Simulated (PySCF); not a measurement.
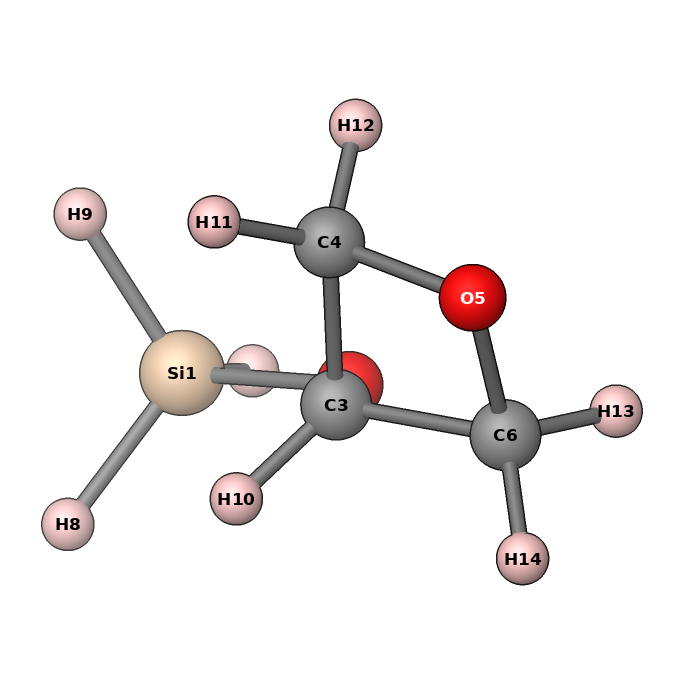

O2 lies behind C3. The molecule seen nearly along the C3–O2 bond, C3 in front. Atoms fade into the background with distance from the viewer. The computed structure is the end point of a PBE0-D3(BJ)/def2-SVP optimisation. No frequency run is at hand to confirm it as a minimum.

Question: What is the torsion angle C4–C3–O2–Si1? The sign is positive where the front bond must turn clockwise to cover the back bond.

Answer: −91°, about perpendicular.
